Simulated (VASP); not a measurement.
Band structure of Re2P (space group P6_3/mmc). Calculation: PBE GGA, VASP's PBE PAW potentials (set 64) (plane waves; VASP 6.6.1).

Unless said otherwise, spin-orbit coupling is left out, though it shifts the bands of the heavy elements here.

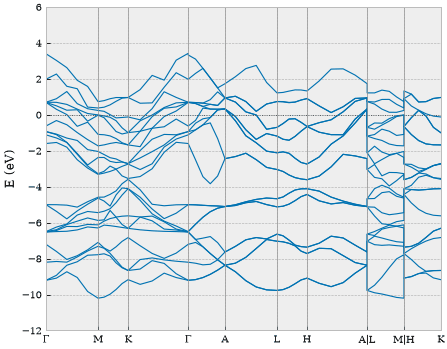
Figure. Bands along high-symmetry lines, zero at the valence-band maximum or, without a gap, the Fermi level

Read the plot: is there a gap, and where are the band edges?

It has no gap at this level: it comes out as a metal or semimetal.

The structure was generated: Re2P was put into an ordered model structure, which need not be its known phase. The cell was not relaxed at this level. The k-mesh is coarse (spacing up to 0.36 per Å, 2π included), so the numbers may not be converged in it.
